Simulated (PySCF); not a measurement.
## NMR shielding calculation of C₃H₈O₂Si

The run: NMR shielding calculation of C₃H₈O₂Si, SMILES CC(=O)C[SiH2]O. Method and program: GIAO PBE0/cc-pVTZ NMR shielding, non-relativistic, gas phase (PySCF 2.14.0).

The geometry comes from this level: PBE0-D3(BJ)/def2-SVP. Figures and captions count atoms from 1; the log counts them from 0 in places.

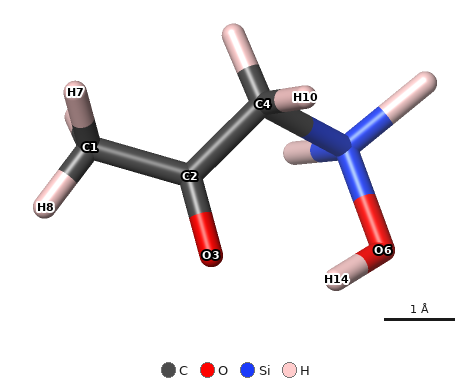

Figure 1. The structure (stick view, seen at a tilt; atoms are numbered from 1 in the order of the input). Bond lengths as drawn: C–C 1.50 Å, C–H 1.10 Å, C–O 1.22 Å, C–Si 1.90 Å, H–O 0.97 Å, H–Si 1.49 to 1.50 Å and O–Si 1.66 Å.

**Results in brief**

- outcome: converged
- total energy: −558.809882 hartree
- HOMO: −7.65 eV
- LUMO: −0.83 eV
- dipole moment: 3.72 D
- isotropic shielding, C: −27.8 to 154.9 ppm
- isotropic shielding, O: −283.3 to 310.9 ppm
- isotropic shielding, Si: 376.9 ppm
- isotropic shielding, H: 26.2 to 29.4 ppm
- hardware: 1 CPU thread, shared host
- wall time: 45 s
- peak memory: 1.1 GiB

**Input file**
```
{"job": {"kind": "nmr", "xc": "PBE0", "basis": "cc-pVTZ", "pop": true}, "charge": 0, "multiplicity": 1}
C     -1.702167    -0.881143     1.401722
C     -0.239371    -0.575406     1.248649
O      0.613026    -1.374769     1.590896
C      0.143864     0.740488     0.631129
Si     1.335635     0.430679    -0.820324
O      2.576825    -0.487400    -0.221695
H     -2.177306    -0.130856     2.053665
H     -1.836662    -1.884670     1.822212
H     -2.200911    -0.812429     0.421605
H      0.741395     1.300031     1.371332
H     -0.724238     1.355608     0.352331
H      0.576386    -0.248160    -1.917303
H      1.865563     1.725627    -1.331090
H      2.253501    -1.033678     0.517417
```

The first line tells a small driver script what to run in PySCF; the rest is the geometry in Å.

Launched with:
```bash
OMP_NUM_THREADS=1 python <driver script> task.json out
```

**The program's output**
```
coarse grid: 12016 points
cycle   1  E = -558.6179933924  dE =  6.346e-01  |g| = 1.039e+00  |ddm| = 7.078e+00
cycle   2  E = -558.0958909169  dE =  5.221e-01  |g| = 1.955e+00  |ddm| = 3.839e+00
cycle   3  E = -558.8074538574  dE = -7.116e-01  |g| = 2.361e-01  |ddm| = 2.743e+00
cycle   4  E = -558.8180261043  dE = -1.057e-02  |g| = 1.002e-01  |ddm| = 4.114e-01
cycle   5  E = -558.8196600337  dE = -1.634e-03  |g| = 3.485e-02  |ddm| = 1.352e-01
cycle   6  E = -558.8198889174  dE = -2.289e-04  |g| = 5.586e-03  |ddm| = 5.055e-02
cycle   7  E = -558.8198952135  dE = -6.296e-06  |g| = 1.297e-03  |ddm| = 1.032e-02
final grid: 110944 points
cycle   8  E = -558.8098515862  dE = -5.318e-05  |g| = 1.276e-02  |ddm| = 9.771e-02
cycle   9  E = -558.8097738984  dE =  7.769e-05  |g| = 2.402e-02  |ddm| = 4.113e-02
cycle  10  E = -558.8098810182  dE = -1.071e-04  |g| = 2.190e-03  |ddm| = 2.748e-02
cycle  11  E = -558.8098819016  dE = -8.833e-07  |g| = 4.381e-04  |ddm| = 3.367e-03
cycle  12  E = -558.8098819301  dE = -2.857e-08  |g| = 1.930e-04  |ddm| = 6.853e-04
cycle  13  E = -558.8098819372  dE = -7.034e-09  |g| = 3.124e-05  |ddm| = 2.868e-04
cycle  14  E = -558.8098819374  dE = -2.358e-10  |g| = 6.019e-06  |ddm| = 5.113e-05
```

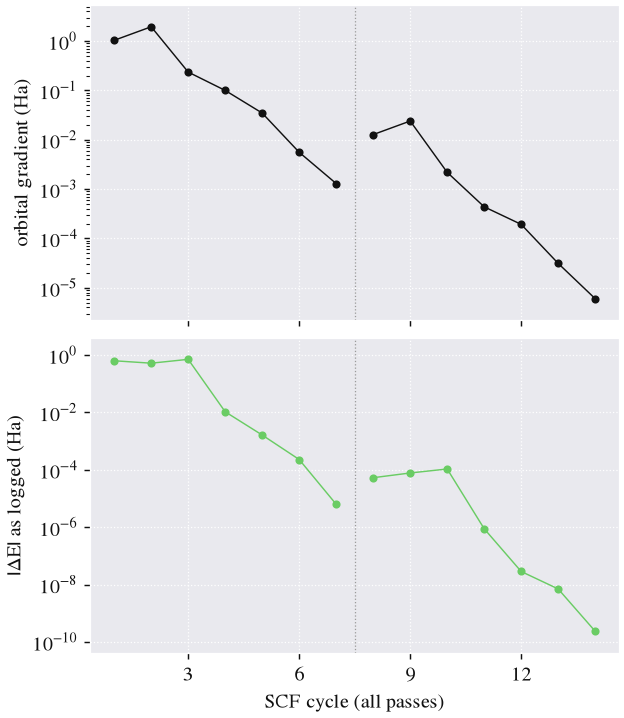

Figure 2. Convergence of the self-consistent field: orbital gradient and size of the energy change against the SCF cycle. The dotted line marks the change from a coarse to the final integration grid. The first 7 cycles use a coarse grid, the final grid takes over at cycle 8, and the field converges after 14 cycles in all.

```
converged SCF energy = -558.8098819374

GIAO shielding tensors (ppm)
atom      isotropic    diamagn.    paramagn.     s11        s22        s33       span
  0 C      153.464     248.256     -94.793    132.624    135.300    192.468     59.844
  1 C      -27.827     243.539    -271.366    -99.870    -86.559    102.949    202.818
  2 O     -283.281     403.482    -686.763   -803.110   -367.246    320.513   1123.623
  3 C      154.889     248.722     -93.833    136.250    149.626    178.790     42.539
  4 Si     376.880     886.412    -509.533    340.973    345.414    444.252    103.280
  5 O      310.900     384.663     -73.763    277.495    314.571    340.634     63.139
  6 H       28.953      29.306      -0.352     26.160     28.546     32.153      5.993
  7 H       29.357      29.861      -0.503     26.373     27.677     34.021      7.648
  8 H       28.878      30.652      -1.773     26.414     28.838     31.383      4.969
  9 H       29.105      30.799      -1.694     26.230     27.635     33.448      7.218
 10 H       28.991      32.348      -3.357     25.679     29.514     31.779      6.101
 11 H       26.246      30.959      -4.713     23.111     24.842     30.784      7.674
 12 H       26.321      28.938      -2.617     23.210     24.627     31.127      7.916
 13 H       27.490      32.585      -5.095     15.794     24.406     42.271     26.477
```

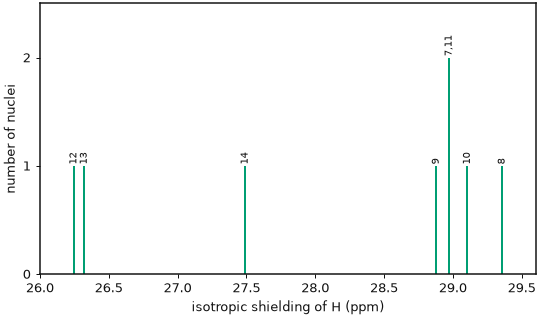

Figure 3. Isotropic shieldings of the hydrogen nuclei in this fixed geometry, labelled by atom number; shielding grows to the right, so chemical shift grows to the left. The least shielded is H12 (26.2 ppm), the most shielded H8 (29.4 ppm).

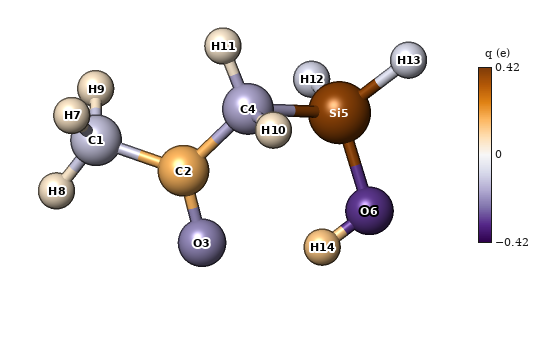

Figure 4. Hirshfeld charges, as the colour of each atom (ball-and-stick view, seen at a tilt; atoms are numbered from 1 in the order of the input). By element: C −0.17 to +0.17, O −0.32 to −0.21, Si +0.40 and H −0.09 to +0.13 e.
